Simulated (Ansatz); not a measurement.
# Ag, pressure series

Take Ag in the fcc (Cu type) structure (space group Fm-3m, No. 225; a = 4.1052 Å) as the base.

Cell and atoms are relaxed at each pressure.

Method: r2SCAN (Ansatz, a first-principles code), no spin-orbit coupling.

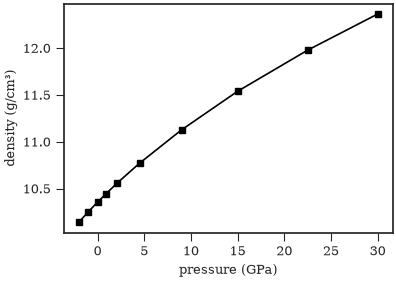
*Density against pressure*

Task: From the plot, what is the density for pressure 2.1 GPa?

Result: About 10.6 g/cm³.

Task: Is the trend monotonic over the range shown?

Result: Yes, it rises throughout, spanning 10.14 g/cm³ to 12.36 g/cm³.

Load acts through the strain it causes; cell and atoms are relaxed under it. Stability against distortions was not tested. Competing high-pressure phases were not computed.
